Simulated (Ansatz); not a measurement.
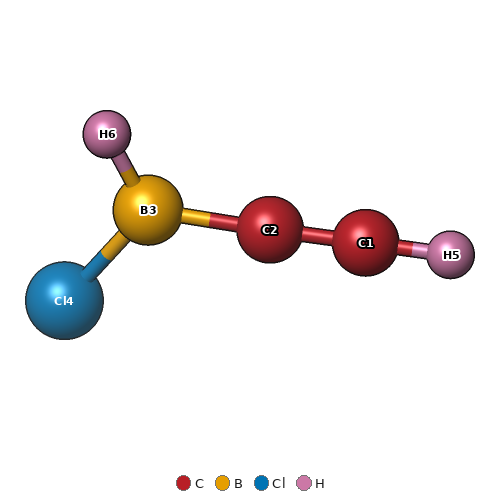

The system is C₂H₂BCl, SMILES C#CBCl; the picture shows the reference structure. 
- Coordinates scanned: (1) bond length C2–B3; (2) bond length B3–Cl4.
- Nothing is relaxed (all other coordinates rigid).
- Grid: 15 × 15 points.
- Points are written as (first, second).
- All energies are given in kJ/mol relative to the relaxed molecule at the same level.
- Method: RHF/def2-TZVP in Ansatz.

Its coordinates:

```xyz
6

C     0.0861    1.2720   -1.0117
C     0.0575    0.3552   -0.2566
B     0.0513   -0.7996    0.7341
Cl   -1.0157   -2.1704    0.4940
H     0.1071    2.0843   -1.6865
H     0.7558   -0.8053    1.6805
```

Range: bond length C2–B3 from 1.309 to 2.130 Å; bond length B3–Cl4 from 1.508 to 2.455 Å.

**Predict the map.**

The lowest grid point is at (1.543 Å, 1.779 Å), 1.5 kJ/mol from the relaxed molecule at the same level. It is the only kind of minimum in the scanned range. The highest grid point, (2.130 Å, 2.455 Å), lies 505 kJ/mol above the lowest. Round the minimum the two coordinates are weakly coupled (coupling 0.08 in units of the two stiffnesses).

```tsv
bond length B3–Cl4 ↓, bond length C2–B3 →	1.309	1.367	1.426	1.485	1.543	1.602	1.661	1.719	1.778	1.837	1.895	1.954	2.013	2.072	2.130
2.455	291	249	227	220	225	239	259	284	312	343	374	407	441	474	507
2.387	266	224	202	195	199	212	232	256	284	314	346	378	412	445	477
2.320	242	199	176	169	172	185	205	228	256	286	317	349	382	415	448
2.252	217	174	150	142	145	158	177	200	227	257	287	320	352	385	417
2.184	193	149	124	116	118	130	149	171	198	227	258	290	322	355	386
2.117	169	125	100	90	92	104	122	144	170	199	229	261	293	325	356
2.049	146	101	76	66	67	78	95	117	143	171	201	232	264	295	327
1.982	126	81	54	43	45	55	71	93	118	146	175	206	237	268	299
1.914	110	63	36	24	25	34	50	71	96	123	152	182	213	244	274
1.846	98	50	22	10	10	18	34	54	78	105	133	163	193	223	253
1.779	93	44	16	3	1	9	24	44	67	93	121	150	179	209	238
1.711	98	48	19	5	3	10	24	43	65	91	118	146	175	204	233
1.643	116	66	35	20	17	23	36	54	76	101	127	155	183	211	239
1.576	153	101	69	53	49	54	66	83	105	128	153	180	208	235	262
1.508	214	161	128	111	106	110	121	137	157	180	204	230	256	283	309
```

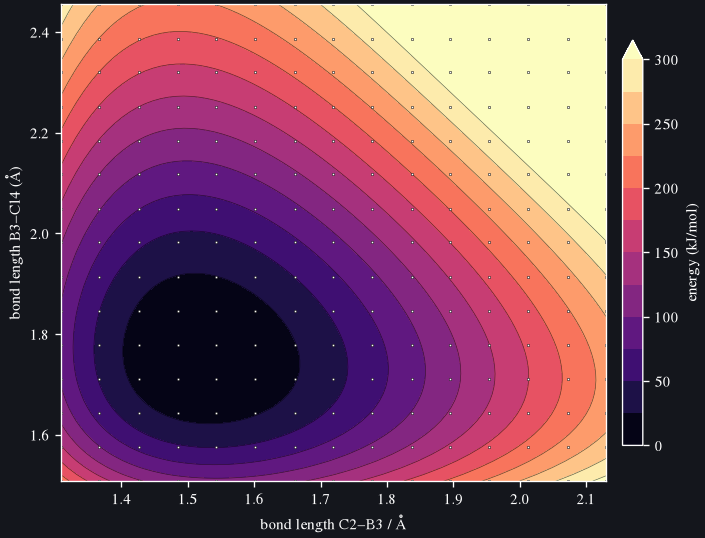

In the figure: filled contours, dots at the grid points, one colour for all values above the top of the scale. Between grid points the surface is interpolated.

Time for the 225 points that were run: 7.9 min on 1 thread of Arm Neoverse V2, on a shared host.
